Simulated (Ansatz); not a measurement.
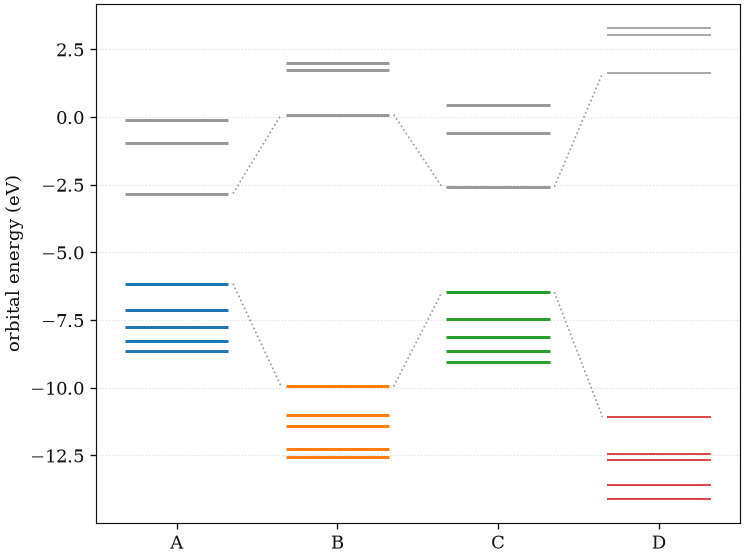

Frontier orbital energies of CH₅BClFOSi, SMILES OCB(F)[SiH2]Cl at one geometry, def2-TZVPP, the Ansatz code 0.2.0, at a PBE0-D4/def2-TZVP geometry (a minimum by its frequencies). Empty levels are grey, levels within 0.1 eV stand side by side; all columns show the same few orbitals around the gap. Dotted lines join the HOMOs and the LUMOs.

**The columns come from HF, PBE, r2SCAN and ωB97M-V. Which is which?**

A: PBE (HOMO −6.15, LUMO −2.83, separation 3.33 eV)
B: ωB97M-V (HOMO −9.95, LUMO 0.09, separation 10.04 eV)
C: r2SCAN (HOMO −6.47, LUMO −2.58, separation 3.89 eV)
D: HF (HOMO −11.09, LUMO 1.62, separation 12.70 eV)

Caveats, for all or some of the runs: empty levels above zero depend strongly on the basis; one conformer of a flexible molecule.
